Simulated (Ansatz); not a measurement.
# InBH2Cl2O: geometry relaxation (part 1 of 2)

The run: geometry relaxation of InBH2Cl2O. Method and program: UKS PBE-D4/def2-SVP (Ansatz 0.2.0).

It belongs to a series of runs on one base structure; here: end point B relaxed.

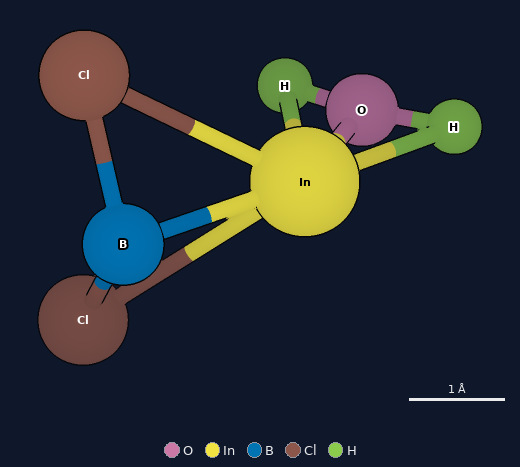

Fig. 1: The starting structure (ball-and-stick view, seen at a tilt). Sticks mark near contacts. Bond lengths as drawn: B–Cl 1.84 to 1.87 Å, B–In 2.14 Å, Cl–In 2.72 to 2.91 Å, H–In 2.03 to 2.13 Å, H–O 0.92 to 0.99 Å and In–O 1.69 Å.

The input
```yaml
crystal:
  periodic: [false, false, false]
  atoms:
    - { symbol: O, position_ang: [-0.6155, -1.2762, -1.3185] }
    - { symbol: In, position_ang: [-0.7991, 0.0396, -0.2692] }
    - { symbol: B, position_ang: [0.4573, 1.1327, 1.0702] }
    - { symbol: Cl, position_ang: [0.4064, -0.357, 2.1411] }
    - { symbol: Cl, position_ang: [1.8504, 1.2363, -0.1739] }
    - { symbol: H, position_ang: [0.2031, -1.5635, -1.004] }
    - { symbol: H, position_ang: [-1.41839, -1.19367, -1.89179] }
magnetization:
  spin_polarized: true
basis:
  gaussian: { orbitals: def2-SVP }
hamiltonian:
  xc: pbe
  dispersion: d4
relax:
  f_tol: 0.02
  max_steps: 50
output:
  orbitals: {}
```

Machine: 2 threads of Arm Neoverse V1, 24 GiB of memory available, shared host.

Launched with:
```bash
ansatz run input.yaml --threads 2 --pin off --max-ram 3072MiB --backend cpu --events-out ev --progress --plain --runs-dir out
```

Output
```
The last accepted step is kept in [file] (removed where the run ends without a failure and the disk answers)
Engine: ansatz 0.2.0, aarch64-unknown-linux-gnu
Functional definition: PBE
  parameter kappa = 0.804
  parameter beta = 0.06672455060314922
  exchange = pbe_x(kappa = kappa, mu = beta*pi^2/3)
  correlation = pbe_c(beta = beta)
1119 factors; their error is unknown
mean field evaluation 1: about -32933.1861 eV, gradient 4.7e1 eV
mean field evaluation 2: about -32890.6678 eV, gradient 7.7e1 eV
mean field evaluation 4: about -32941.0562 eV, gradient 2.1e1 eV
mean field evaluation 8: about -32945.6494 eV, gradient 2.3e0 eV
mean field evaluation 16: about -32945.6687 eV, gradient 1.0e-1 eV
mean field evaluation 32: about -32945.9461 eV, gradient 9.1e-5 eV
mean field evaluation 64: about -32943.7268 eV, gradient 3.7e0 eV
mean field -32945.94614563 eV, -1210.7411892874 hartree, gradient 1.4e-5 eV, S^2 0.836666; 6 other end points of the search recorded, 0 dependent functions left out
the calculation of the forces begins
reference -32945.94618988 eV, -1210.7411909138 hartree; 35, 35 occupied and 65, 65 virtual orbitals, 1119 factors
relax step   1: F+E_penalty+E_count = -32946.16289658 eV  Δ(F+E_penalty+E_count) = +0.000e0 eV  max|allowed force component| = 1.459e1 eV/Å  Δτ_max = 0.0000 Å  (176 SCF iters, accepted)
these checks for a lower state are left out or cut short: starts, cluster_reference, orbital_swaps, neighbouring_geometries, increment
1119 factors; their error is unknown
mean field -32949.20166853 eV, -1210.8608275473 hartree, gradient 1.6e-5 eV, S^2 0.671356; 0 other end points of the search recorded, 0 dependent functions left out
[... from here on the field's lines of each further geometry are left out, up to the last ...]
relax step   2: F+E_penalty+E_count = -32949.41437658 eV  Δ(F+E_penalty+E_count) = -3.251e0 eV  max|allowed force component| = 5.652e0 eV/Å  Δτ_max = 0.1946 Å  (40 SCF iters, accepted)
relax step   3: F+E_penalty+E_count = -32950.84605984 eV  Δ(F+E_penalty+E_count) = -1.432e0 eV  max|allowed force component| = 3.043e0 eV/Å  Δτ_max = 0.1948 Å  (42 SCF iters, accepted)
relax step   4: F+E_penalty+E_count = -32951.77299995 eV  Δ(F+E_penalty+E_count) = -9.269e-1 eV  max|allowed force component| = 1.985e0 eV/Å  Δτ_max = 0.1948 Å  (50 SCF iters, accepted)
relax step   5: F+E_penalty+E_count = -32952.49647609 eV  Δ(F+E_penalty+E_count) = -7.235e-1 eV  max|allowed force component| = 1.390e0 eV/Å  Δτ_max = 0.1950 Å  (112 SCF iters, accepted)
relax step   6: F+E_penalty+E_count = -32953.12008644 eV  Δ(F+E_penalty+E_count) = -6.236e-1 eV  max|allowed force component| = 9.956e-1 eV/Å  Δτ_max = 0.1960 Å  (39 SCF iters, accepted)
relax step   7: F+E_penalty+E_count = -32953.51599671 eV  Δ(F+E_penalty+E_count) = -3.959e-1 eV  max|allowed force component| = 7.752e-1 eV/Å  Δτ_max = 0.1950 Å  (38 SCF iters, accepted)
relax step   8: F+E_penalty+E_count = -32953.63515446 eV  Δ(F+E_penalty+E_count) = -1.192e-1 eV  max|allowed force component| = 2.621e-1 eV/Å  Δτ_max = 0.1593 Å  (38 SCF iters, accepted)
relax step   9: F+E_penalty+E_count = -32953.66498181 eV  Δ(F+E_penalty+E_count) = -2.983e-2 eV  max|allowed force component| = 1.980e-1 eV/Å  Δτ_max = 0.1491 Å  (37 SCF iters, accepted)
relax step  10: F+E_penalty+E_count = -32953.64502811 eV  Δ(F+E_penalty+E_count) = +1.995e-2 eV  max|allowed force component| = 3.588e-1 eV/Å  Δτ_max = 0.1725 Å  (37 SCF iters, rejected (line search))
relax step  11: F+E_penalty+E_count = -32953.67525118 eV  Δ(F+E_penalty+E_count) = -1.027e-2 eV  max|allowed force component| = 2.484e-1 eV/Å  Δτ_max = 0.0840 Å  (33 SCF iters, accepted)
relax step  12: F+E_penalty+E_count = -32953.67797270 eV  Δ(F+E_penalty+E_count) = -2.722e-3 eV  max|allowed force component| = 2.365e-1 eV/Å  Δτ_max = 0.0635 Å  (33 SCF iters, accepted)
relax step  13: F+E_penalty+E_count = -32953.67931560 eV  Δ(F+E_penalty+E_count) = -1.343e-3 eV  max|allowed force component| = 4.913e-1 eV/Å  Δτ_max = 0.0868 Å  (33 SCF iters, accepted)
relax step  14: F+E_penalty+E_count = -32953.69560953 eV  Δ(F+E_penalty+E_count) = -1.629e-2 eV  max|allowed force component| = 7.768e-2 eV/Å  Δτ_max = 0.1790 Å  (37 SCF iters, accepted)
relax step  15: F+E_penalty+E_count = -32953.69979696 eV  Δ(F+E_penalty+E_count) = -4.187e-3 eV  max|allowed force component| = 7.617e-2 eV/Å  Δτ_max = 0.0709 Å  (33 SCF iters, accepted)
relax step  16: F+E_penalty+E_count = -32953.70577869 eV  Δ(F+E_penalty+E_count) = -5.982e-3 eV  max|allowed force component| = 9.276e-1 eV/Å  Δτ_max = 0.1957 Å  (39 SCF iters, accepted)
relax step  17: F+E_penalty+E_count = -32953.74064569 eV  Δ(F+E_penalty+E_count) = -3.487e-2 eV  max|allowed force component| = 1.474e-1 eV/Å  Δτ_max = 0.1905 Å  (35 SCF iters, accepted)
relax step  18: F+E_penalty+E_count = -32953.77037369 eV  Δ(F+E_penalty+E_count) = -2.973e-2 eV  max|allowed force component| = 1.146e-1 eV/Å  Δτ_max = 0.1955 Å  (34 SCF iters, accepted)
relax step  19: F+E_penalty+E_count = -32953.80053684 eV  Δ(F+E_penalty+E_count) = -3.016e-2 eV  max|allowed force component| = 3.256e-1 eV/Å  Δτ_max = 0.1975 Å  (34 SCF iters, accepted)
relax step  20: F+E_penalty+E_count = -32953.80773026 eV  Δ(F+E_penalty+E_count) = -7.193e-3 eV  max|allowed force component| = 5.126e-1 eV/Å  Δτ_max = 0.1922 Å  (37 SCF iters, accepted)
relax step  21: F+E_penalty+E_count = -32953.82315696 eV  Δ(F+E_penalty+E_count) = -1.543e-2 eV  max|allowed force component| = 4.665e-1 eV/Å  Δτ_max = 0.1947 Å  (37 SCF iters, accepted)
relax step  22: F+E_penalty+E_count = -32953.84325433 eV  Δ(F+E_penalty+E_count) = -2.010e-2 eV  max|allowed force component| = 3.312e-1 eV/Å  Δτ_max = 0.0993 Å  (32 SCF iters, accepted)
relax step  23: F+E_penalty+E_count = -32953.85803962 eV  Δ(F+E_penalty+E_count) = -1.479e-2 eV  max|allowed force component| = 1.446e-1 eV/Å  Δτ_max = 0.1733 Å  (33 SCF iters, accepted)
relax step  24: F+E_penalty+E_count = -32953.86291436 eV  Δ(F+E_penalty+E_count) = -4.875e-3 eV  max|allowed force component| = 2.965e-1 eV/Å  Δτ_max = 0.1454 Å  (34 SCF iters, accepted)
relax step  25: F+E_penalty+E_count = -32953.87204255 eV  Δ(F+E_penalty+E_count) = -9.128e-3 eV  max|allowed force component| = 1.972e-1 eV/Å  Δτ_max = 0.1334 Å  (32 SCF iters, accepted)
relax step  26: F+E_penalty+E_count = -32953.87325500 eV  Δ(F+E_penalty+E_count) = -1.212e-3 eV  max|allowed force component| = 1.823e-1 eV/Å  Δτ_max = 0.0545 Å  (32 SCF iters, accepted)
relax step  27: F+E_penalty+E_count = -32953.87477267 eV  Δ(F+E_penalty+E_count) = -1.518e-3 eV  max|allowed force component| = 7.543e-2 eV/Å  Δτ_max = 0.0556 Å  (33 SCF iters, accepted)
relax step  28: F+E_penalty+E_count = -32953.87446452 eV  Δ(F+E_penalty+E_count) = +3.082e-4 eV  max|allowed force component| = 9.135e-2 eV/Å  Δτ_max = 0.0340 Å  (34 SCF iters, rejected (line search))
relax step  29: F+E_penalty+E_count = -32953.87523264 eV  Δ(F+E_penalty+E_count) = -4.600e-4 eV  max|allowed force component| = 2.038e-2 eV/Å  Δτ_max = 0.0169 Å  (34 SCF iters, accepted)
the calculation of the forces begins
reference -32953.63290998 eV, -1211.0236726670 hartree; 35, 35 occupied and 65, 65 virtual orbitals, 1119 factors
relax step  30: F+E_penalty+E_count = -32953.87532491 eV  Δ(F+E_penalty+E_count) = -9.227e-5 eV  max|allowed force component| = 1.392e-2 eV/Å  Δτ_max = 0.0114 Å  (34 SCF iters, accepted)
```

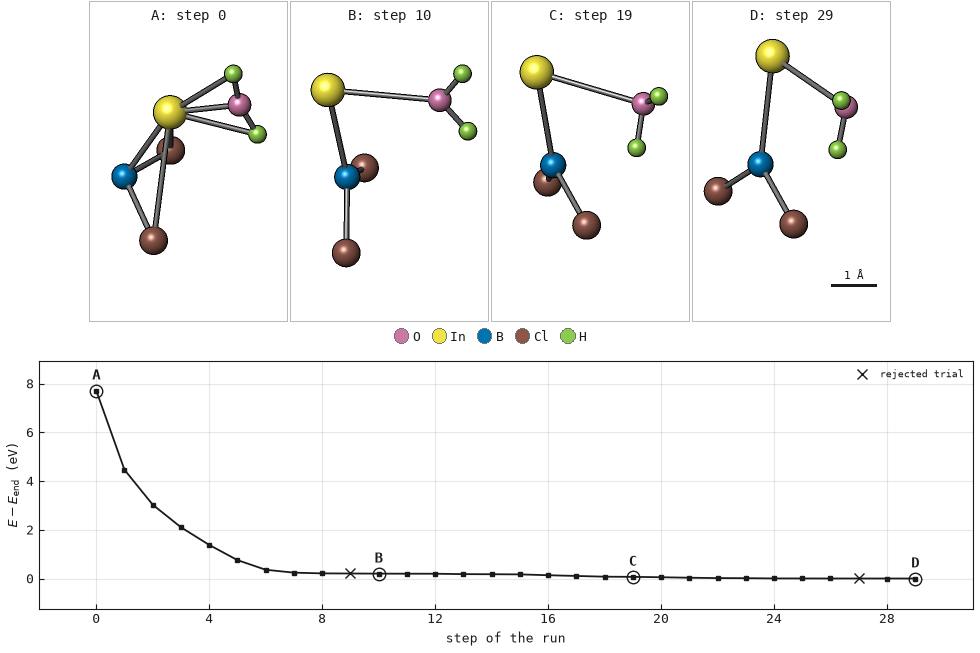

Fig. 2: Frames of the relaxation (ball-and-stick view, seen at a tilt) above the curves, on which the letters mark them (the first geometry is step 0 here and step 1 in the log).

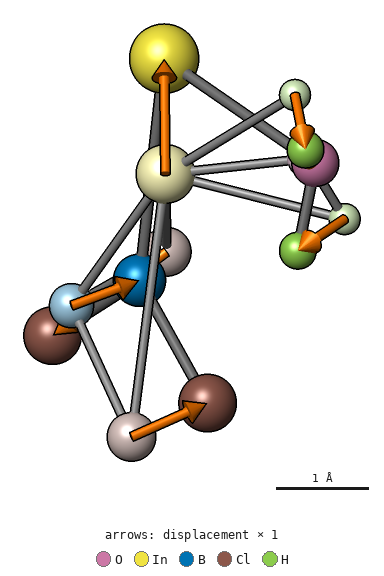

Fig. 3: Start (faint) and end (solid) with the displacements as orange arrows, at true length (ball-and-stick view, seen at a tilt). The two geometries are laid on each other by the best rigid fit. The largest move after the best rigid fit is that of Cl4, 1.56 Å. Largest moves by element: Cl 1.56 Å, In 1.44 Å, H 0.83 Å, B 0.81 Å, O 0.22 Å. Distances before and after: In2–Cl4 2.724 → 3.855 Å, In2–H7 2.130 → 3.108 Å, In2–Cl5 2.909 → 3.814 Å, In2–H6 2.028 → 2.921 Å. Bonds break: In2–Cl4 (2.72 → 3.85 Å), In2–H6 (2.03 → 2.92 Å). Among the angles that change: O1–In2–B3 136.2° → 78.4°, H6–O1–H7 160.5° → 105.3°, In2–B3–Cl4 86.2° → 126.1°. After 29 geometry steps the energy has fallen by 7.712 eV. The largest force component goes from 15 to 0.014 eV/Å. The line search rejected the trial steps at points 9, 27 (counted from 0) and went back. (Atoms are counted from 1 in the order of the input.)

```
1119 factors; their error is unknown
mean field -32953.63287292 eV, -1211.0236713053 hartree, gradient 7.0e-6 eV, S^2 0.000000; 2 other end points of the search recorded, 0 dependent functions left out
the calculation of the forces begins
reference -32953.63290998 eV, -1211.0236726670 hartree; 35, 35 occupied and 65, 65 virtual orbitals, 1119 factors
Total energy: -32953.87536196 eV, -1211.0325826132 hartree
Atom 0 at    -0.693533    -1.248508    -1.508004 Å, force    -0.003470    -0.000105    -0.002973 eV/Å
Atom 1 at    -1.941855     0.116281     0.226901 Å, force     0.004903    -0.000447     0.002209 eV/Å
Atom 2 at     0.448591     0.338030     1.030535 Å, force     0.009367     0.000971     0.000728 eV/Å
Atom 3 at     0.973869     1.078677     2.557300 Å, force    -0.003688    -0.000362    -0.002650 eV/Å
Atom 4 at     1.850293    -0.210267    -0.009470 Å, force    -0.013918    -0.000188     0.000616 eV/Å
Atom 5 at     0.254397    -1.058750    -1.299690 Å, force     0.005594    -0.000645     0.001390 eV/Å
Atom 6 at    -0.807553    -0.997232    -2.443662 Å, force     0.001213     0.000776     0.000681 eV/Å
Dipole moment:     0.026548    -0.064960    -0.535947 e Å
```

Trajectory as extended XYZ (Å, eV, eV/Å), 30 frames, from step=1 to step=30
```
7
Properties=species:S:1:pos:R:3:forces:R:3 step=1 energy=-32946.16290
O    -0.6155   -1.2762   -1.3185    0.4214 -10.0772  -8.3393
In   -0.7991    0.0396   -0.2692   -5.3760  14.5893   9.4415
B     0.4573    1.1327    1.0702    0.4143   1.2437   0.1322
Cl    0.4064   -0.3570    2.1411    0.8929  -0.8820   1.2316
Cl    1.8504    1.2363   -0.1739    0.7126  -0.1099   0.2371
H     0.2031   -1.5635   -1.0040    4.1615  -3.7432  -0.7132
H    -1.4184   -1.1937   -1.8918   -1.2266  -1.0206  -1.9899
7
Properties=species:S:1:pos:R:3:forces:R:3 step=2 energy=-32949.41438
O    -0.6134   -1.3213   -1.3528    0.4390  -2.8952  -1.9790
In   -0.9167    0.1851   -0.2156   -4.2489   5.6518   2.4769
B     0.4773    1.1597    1.0967    0.9608   0.7084   0.2805
Cl    0.4438   -0.3603    2.1687    0.7617  -0.4197   0.7333
Cl    1.8733    1.2317   -0.1570    0.4244  -0.1017   0.4131
H     0.2478   -1.6305   -1.0402    1.0817  -1.9407  -1.3250
H    -1.4278   -1.2463   -1.9459    0.5813  -1.0030  -0.5998
7
Properties=species:S:1:pos:R:3:forces:R:3 step=3 energy=-32950.84606
O    -0.6018   -1.3470   -1.3582    0.3132  -0.6277   0.0444
In   -1.0694    0.3046   -0.1964   -3.0434   2.9428   0.8534
B     0.5058    1.1675    1.1081    0.7984  -0.0430  -0.0446
Cl    0.4770   -0.3686    2.1872    0.6451   0.0030   0.2875
Cl    1.8981    1.2254   -0.1433    0.1794  -0.1009   0.5713
H     0.2783   -1.6819   -1.0796   -0.1375  -1.1116  -1.4962
H    -1.4038   -1.2817   -1.9640    1.2447  -1.0627  -0.2158
7
Properties=species:S:1:pos:R:3:forces:R:3 step=4 energy=-32951.77300
O    -0.5904   -1.3562   -1.3462    0.1333   0.4343   0.9935
In   -1.2272    0.4182   -0.1834   -1.9855   1.6713   0.3367
B     0.5287    1.1562    1.1020    0.4702  -0.5781  -0.3005
Cl    0.5150   -0.3733    2.2006    0.5688   0.3104   0.0226
Cl    1.9250    1.2175   -0.1221    0.0687  -0.0701   0.6454
H     0.2958   -1.7234   -1.1233   -0.5913  -0.7009  -1.4681
H    -1.3627   -1.3207   -1.9737    1.3358  -1.0670  -0.2296
7
Properties=species:S:1:pos:R:3:forces:R:3 step=5 energy=-32952.49648
O    -0.5842   -1.3487   -1.3198    0.0365   0.8911   1.3900
In   -1.3865    0.5302   -0.1736   -1.0443   0.9568   0.2195
B     0.5413    1.1229    1.0767    0.1166  -0.9207  -0.4222
Cl    0.5655   -0.3691    2.2156    0.4436   0.5292  -0.1754
Cl    1.9588    1.2120   -0.0861    0.0049  -0.0244   0.6131
H     0.2978   -1.7580   -1.1741   -0.7002  -0.4642  -1.3003
H    -1.3086   -1.3711   -1.9847    1.1430  -0.9677  -0.3248
7
Properties=species:S:1:pos:R:3:forces:R:3 step=6 energy=-32953.12009
O    -0.5807   -1.3195   -1.2771    0.0593   0.5920   0.9100
In   -1.5453    0.6445   -0.1630   -0.4338   0.5452   0.1677
B     0.5380    1.0576    1.0238   -0.0232  -0.9956  -0.2902
Cl    0.6275   -0.3533    2.2306    0.2471   0.5636  -0.2091
Cl    2.0006    1.2119   -0.0327    0.0070   0.0772   0.4038
H     0.2848   -1.7902   -1.2344   -0.7991  -0.0906  -0.8668
H    -1.2407   -1.4328   -1.9933    0.9428  -0.6917  -0.1154
7
Properties=species:S:1:pos:R:3:forces:R:3 step=7 energy=-32953.51600
O    -0.5884   -1.2740   -1.2327    0.0271  -0.4904  -0.5911
In   -1.6934    0.7712   -0.1564    0.0929   0.1964   0.1444
B     0.5284    0.9336    0.9428   -0.0150  -0.7266  -0.1105
Cl    0.6979   -0.3302    2.2643    0.0560   0.4669  -0.2784
Cl    2.0509    1.2421    0.0298   -0.1274   0.0661   0.2516
H     0.2514   -1.8045   -1.2868   -0.7752   0.4607  -0.0828
H    -1.1626   -1.5200   -2.0070    0.7415   0.0269   0.6669
7
Properties=species:S:1:pos:R:3:forces:R:3 step=8 energy=-32953.63515
O    -0.6558   -1.3097   -1.3203    0.0973   0.0541   0.1448
In   -1.6498    0.8077   -0.1385   -0.0467   0.0292  -0.0426
B     0.5618    0.8306    0.9243   -0.1725  -0.2621  -0.0745
Cl    0.7558   -0.2237    2.3677    0.1037   0.0959  -0.0008
Cl    2.0731    1.3473    0.1350    0.1370   0.0531   0.0596
H     0.1828   -1.8153   -1.3368   -0.1910   0.1219  -0.0519
H    -1.1837   -1.6187   -2.0775    0.0722  -0.0920  -0.0346
7
Properties=species:S:1:pos:R:3:forces:R:3 step=9 energy=-32953.66498
O    -0.6951   -1.2825   -1.3845   -0.0099  -0.1048  -0.0853
In   -1.6066    0.8166   -0.2075   -0.1140   0.0445  -0.0329
B     0.5760    0.7594    0.9160    0.1980  -0.1419   0.0288
Cl    0.8064   -0.1887    2.4251   -0.0355   0.0591  -0.0350
Cl    2.0981    1.4255    0.2389   -0.0650   0.0162   0.0143
H     0.1530   -1.7641   -1.3943    0.0588   0.0672   0.0772
H    -1.2476   -1.7481   -2.0398   -0.0325   0.0597   0.0329
```
